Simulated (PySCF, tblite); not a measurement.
# C14H22O4S2: electronic excitations, NMR shifts, part 2 of 2

tblite 0.8.0 and PySCF 2.14.0. Atoms count from 0. Earlier steps stand in the parts before.

### 4 NMR shifts: GIAO KT3/pcSseg-1

The job: settings as JSON, then the geometry in Å.

```
{"job": {"kind": "nmr", "xc": "KT3", "basis": "pcSseg-1", "pop": false}, "charge": 0, "multiplicity": 1}
C     -4.755927     2.792537     0.155166
C     -3.541641     1.916349     0.434281
C     -3.915440     0.436093     0.464230
C     -2.712819    -0.440758     0.755158
S     -1.638009    -0.500279    -0.708677
O     -2.418988    -1.039910    -1.793718
O     -0.974564     0.750259    -0.974423
C     -0.360306    -1.739839    -0.358589
C     -0.540751    -2.985890    -0.937810
C      0.392561    -3.990429    -0.740987
C      1.507791    -3.748614     0.045880
C      1.690075    -2.500231     0.617237
C      0.763476    -1.491747     0.406150
S      1.076831     0.079235     1.258927
O      2.123683    -0.202291     2.210582
O     -0.172802     0.525216     1.821705
C      1.682435     1.291072     0.049569
C      2.746815     0.690972    -0.847154
C      4.083770     0.444035    -0.144153
C      4.802178     1.738619     0.222975
H     -4.471460     3.841035     0.128587
H     -5.510289     2.660106     0.928174
H     -5.198008     2.535010    -0.804307
H     -2.786741     2.076791    -0.334073
H     -3.099057     2.191678     1.393596
H     -4.675581     0.266409     1.231767
H     -4.335504     0.139865    -0.499935
H     -2.105597    -0.060058     1.569857
H     -2.991246    -1.479569     0.914781
H     -1.415068    -3.135586    -1.552132
H      0.247749    -4.957496    -1.197693
H      2.235186    -4.527593     0.214808
H      2.538231    -2.286307     1.248243
H      2.051357     2.120316     0.645541
H      0.799928     1.586217    -0.508793
H      2.365965    -0.250598    -1.252674
H      2.909164     1.365365    -1.692450
H      3.913903    -0.140312     0.759725
H      4.721781    -0.135524    -0.815519
H      4.887492     2.391020    -0.644085
H      4.271823     2.269724     1.008592
H      5.803432     1.521022     0.586269
```

With the program's defaults for keys left out, this is: GIAO KT3/pcSseg-1 NMR shielding, non-relativistic, gas phase.

Log:

```text
start: PBE on a coarse grid of 34344 points
cycle   1  E = -1641.4620472208  dE =  3.846e+00  |g| = 1.927e+00  |ddm| = 6.547e+00
cycle   2  E = -1635.8568974785  dE =  5.605e+00  |g| = 5.341e+00  |ddm| = 9.685e+00
cycle   3  E = -1641.8370542243  dE = -5.980e+00  |g| = 1.107e+00  |ddm| = 9.143e+00
cycle   4  E = -1642.1538529599  dE = -3.168e-01  |g| = 2.906e-01  |ddm| = 1.823e+00
cycle   5  E = -1642.1585416789  dE = -4.689e-03  |g| = 2.416e-01  |ddm| = 5.301e-01
cycle   6  E = -1642.1742111779  dE = -1.567e-02  |g| = 6.124e-02  |ddm| = 2.993e-01
cycle   7  E = -1642.1750297427  dE = -8.186e-04  |g| = 2.206e-02  |ddm| = 9.713e-02
cycle   8  E = -1642.1751114490  dE = -8.171e-05  |g| = 1.196e-02  |ddm| = 3.572e-02
cycle   9  E = -1642.1751371231  dE = -2.567e-05  |g| = 2.721e-03  |ddm| = 1.511e-02
final grid: 305688 points
cycle  10  E = -1662.3115173977  dE = -4.983e-02  |g| = 2.666e-01  |ddm| = 9.330e-01
cycle  11  E = -1662.2786239341  dE =  3.289e-02  |g| = 4.660e-01  |ddm| = 8.011e-01
cycle  12  E = -1662.3181418861  dE = -3.952e-02  |g| = 1.197e-01  |ddm| = 6.877e-01
cycle  13  E = -1662.3203605346  dE = -2.219e-03  |g| = 4.722e-02  |ddm| = 1.873e-01
cycle  14  E = -1662.3209770701  dE = -6.165e-04  |g| = 1.127e-02  |ddm| = 7.222e-02
cycle  15  E = -1662.3210089643  dE = -3.189e-05  |g| = 2.482e-03  |ddm| = 1.338e-02
cycle  16  E = -1662.3210104220  dE = -1.458e-06  |g| = 1.572e-03  |ddm| = 4.047e-03
cycle  17  E = -1662.3210108957  dE = -4.738e-07  |g| = 4.752e-04  |ddm| = 2.095e-03
cycle  18  E = -1662.3210106053  dE =  2.905e-07  |g| = 8.694e-05  |ddm| = 6.612e-04
converged SCF energy = -1662.3210106053

GIAO shielding tensors (ppm)
atom      isotropic    diamagn.    paramagn.     s11        s22        s33       span
  0 C      166.839     241.518     -74.679    155.059    159.051    186.408     31.348
  1 C      155.901     248.359     -92.458    141.945    158.047    167.710     25.765
  2 C      154.345     253.963     -99.618    137.232    151.992    173.811     36.578
  3 C      119.832     262.610    -142.778     97.239    104.691    157.565     60.326
  4 S      229.557    1061.369    -831.813     85.024    237.312    366.333    281.309
  5 O      140.702     401.502    -260.800     64.862    121.717    235.527    170.666
  6 O      117.332     412.700    -295.368     78.767     97.693    175.535     96.768
  7 C       46.867     270.021    -223.154    -11.240     23.411    128.430    139.670
  8 C       61.513     245.878    -184.365    -26.503     37.918    173.125    199.629
  9 C       58.261     255.197    -196.937    -40.074     42.787    172.070    212.144
 10 C       59.085     254.411    -195.326    -39.420     44.539    172.135    211.555
 11 C       59.407     246.721    -187.314    -32.401     36.780    173.843    206.245
 12 C       50.338     272.189    -221.850    -10.339     32.583    128.771    139.110
 13 S      222.391    1059.970    -837.579     77.323    241.510    348.340    271.016
 14 O      117.909     400.673    -282.765     58.371    110.069    185.286    126.915
 15 O       97.862     410.724    -312.862     54.078     82.108    157.401    103.323
 16 C      125.128     264.846    -139.718     95.814    107.346    172.224     76.410
 17 C      155.148     254.266     -99.118    142.335    154.987    168.121     25.786
 18 C      162.225     250.115     -87.889    152.912    163.230    170.534     17.622
 19 C      169.918     244.945     -75.027    152.363    170.684    186.708     34.345
 20 H       30.403      26.142       4.261     25.614     28.120     37.476     11.862
 21 H       30.927      23.983       6.944     27.057     28.562     37.164     10.107
 22 H       30.766      26.182       4.584     26.415     29.453     36.431     10.016
 23 H       28.966      36.196      -7.230     22.163     29.012     35.725     13.562
 24 H       30.218      34.281      -4.063     24.839     31.406     34.408      9.569
 25 H       30.140      30.571      -0.431     25.120     29.138     36.163     11.043
 26 H       29.248      33.206      -3.959     24.305     30.922     32.517      8.213
 27 H       26.525      38.922     -12.397     21.388     25.724     32.465     11.077
 28 H       29.109      35.205      -6.096     25.095     30.708     31.524      6.428
 29 H       23.673      36.174     -12.502     18.557     22.851     29.611     11.054
 30 H       24.062      29.986      -5.924     20.365     25.181     26.640      6.275
 31 H       24.096      30.096      -6.000     20.343     24.921     27.023      6.680
 32 H       23.660      36.529     -12.869     19.452     22.183     29.344      9.892
 33 H       28.518      36.967      -8.449     24.127     29.713     31.713      7.586
 34 H       26.589      40.117     -13.528     20.212     25.617     33.939     13.727
 35 H       30.454      38.630      -8.176     26.540     28.799     36.023      9.483
 36 H       30.394      34.689      -4.295     25.091     29.637     36.454     11.363
 37 H       29.164      34.848      -5.684     23.484     29.505     34.503     11.019
 38 H       30.666      30.023       0.643     24.746     30.247     37.005     12.258
 39 H       31.283      27.465       3.818     27.010     28.986     37.854     10.843
 40 H       30.398      30.539      -0.141     25.523     30.912     34.760      9.238
 41 H       30.536      23.817       6.719     25.751     27.762     38.094     12.343
```

Run time: 33 s. Hardware: 1 thread of AMD EPYC 9R45, shared host; peak memory 0.68 GiB.

Shifts follow as δ = σ(reference) − σ, with reference shieldings (ppm) from runs at the same level and on the same kind of geometry: 1H TMS 31.76, 13C TMS 184.7, 17O H2O 330.8. The references are single molecules in the gas phase, so shifts against H2O, NH3, PH3, H3PO4 or CFCl3 are not on the usual liquid scales and can be off by tens of ppm. Atoms listed in one row are averaged.

```tsv
atoms	environment	σ (ppm)	δ (ppm)
C7, C12	aromatic carbon bearing sulfur	48.6	136.1
C9, C10	aromatic CH	58.7	126.0
C8, C11	aromatic CH	60.5	124.3
C3, C16	sp3 CH2 bonded to S	122.5	62.2
C2, C17	sp3 CH2	154.7	30.0
C1, C18	sp3 CH2	159.1	25.7
C0, C19	methyl carbon	168.4	16.3
H29, H32	hydrogen on an aromatic CH	23.67	8.09
H30, H31	hydrogen on an aromatic CH	24.08	7.68
H27, H28, H33, H34	hydrogen on an sp3 CH2 bonded to S	27.69	4.07
H23, H24, H37, H38	hydrogen on an sp3 CH2	29.75	2.01
H25, H26, H35, H36	hydrogen on an sp3 CH2	30.06	1.70
H20, H21, H22, H39, H40, H41	hydrogen on a methyl carbon	30.72	1.04
S4, S13	sulfone sulfur	226	–
O5, O6, O14, O15	S=O oxygen	118.5	212.3
```

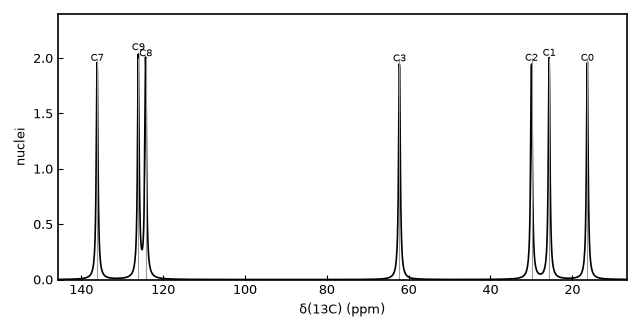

13C lines at the computed shifts, without couplings. Lines are broadened to a width of 0.48 ppm (Lorentzian).

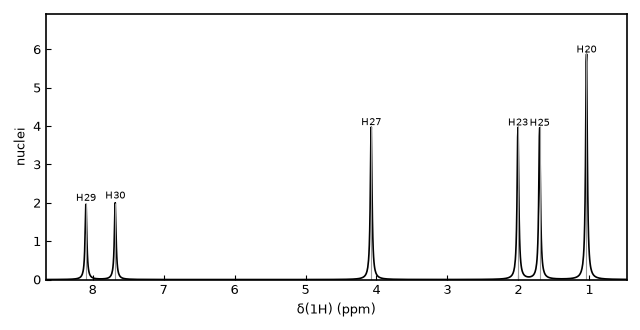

1H lines at the computed shifts, without couplings. Lines are broadened to a width of 0.03 ppm (Lorentzian).

Ring of atoms C7, C8, C9, C10, C11, C12: NICS(0) -10.1, NICS(1) -11.4, NICS(1)zz -27.3 ppm (means of both faces).

### 5 Outcome

The summary covers parts 1 to 2.

| quantity | value |
| --- | --- |
| lowest singlet (PBE0/6-31G*) | 5.29 eV (234 nm), f = 0.009 |
| brightest single state of those computed | state 2, 5.39 eV, f = 0.017 |
| lowest triplet | 4.05 eV |
| surface potential, 1st and 99th percentile | -1.60 V and 1.35 V |
| 13C shifts against TMS (KT3/pcSseg-1, means over atoms taken as alike) | 136.1, 126.0, 124.3, 62.2, 30.0, 25.7, 16.3 ppm |
| 1H shifts against TMS (KT3/pcSseg-1, means over atoms taken as alike) | 8.09, 7.68, 4.07, 2.01, 1.70, 1.04 ppm |
| 17O shifts against H2O (KT3/pcSseg-1, means over atoms taken as alike) | 212.3 ppm |
| shieldings of S (KT3/pcSseg-1, a mean where the table joins atoms) | S4 226.0 ppm |

What this shows: The lowest singlet, at 5.29 eV, is HOMO→LUMO 0.85 and is weak; of the 6 states computed, the strongest absorption comes from state 2 at 5.39 eV. The lowest triplet lies 1.24 eV below the lowest singlet. By nearest atom (PBE0/6-31G*), the HOMO sits on O14, O15 about 17 % each; C12 12 % and the LUMO on C7, C12 about 20 % each; C9, C10 about 15 % each. At KT3/pcSseg-1: The widest tensor belongs to S4, S13: span 276 ppm, with a paramagnetic part of -835 ppm. NICS(1)zz of -27 ppm above the planar ring from C7 marks a diatropic (aromatic) ring current.
